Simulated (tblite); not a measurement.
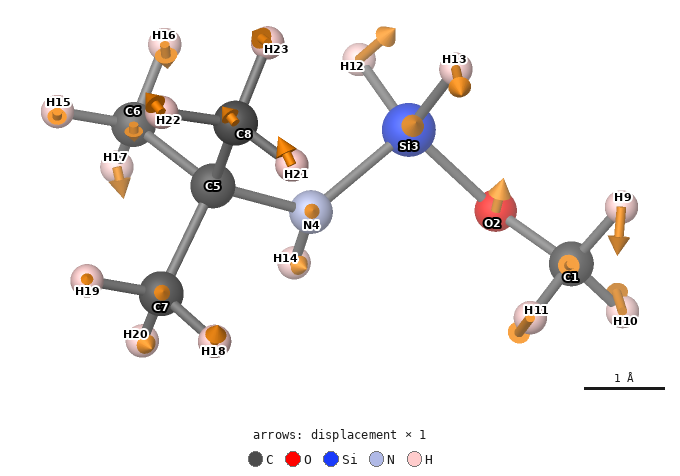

This is a relaxation of C5H15NOSi. The starting structure is drawn; orange arrows show the displacements, at their true length. The two geometries are superimposed by the best rigid fit.

Style: ball-and-stick. Shown at a tilt.

Method: GFN2-xTB geometry optimisation, gas phase (tblite 0.8.0). 

**Atoms of which element are displaced furthest, and by how much?**

Hydrogen: up to 0.93 Å, against 0.51 Å for silicon.

**What happened in the run?**

The largest move after the best rigid fit is that of H11, 0.93 Å. By element the largest moves are H 0.93 Å, Si 0.51 Å, O 0.48 Å, C 0.38 Å, N 0.18 Å. Near-neighbour distances that change, for instance: C1–O2 1.431 → 1.391 Å, O2–Si3 1.650 → 1.625 Å, N4–C5 1.474 → 1.452 Å, C6–H16 1.109 → 1.087 Å. Bond angles that change, for instance: O2–Si3–H12 110.5° → 97.3°, N4–Si3–H12 106.9° → 118.2°, C1–O2–Si3 118.1° → 128.3°. The energy falls by 7.82 kcal/mol in 150 geometry steps.
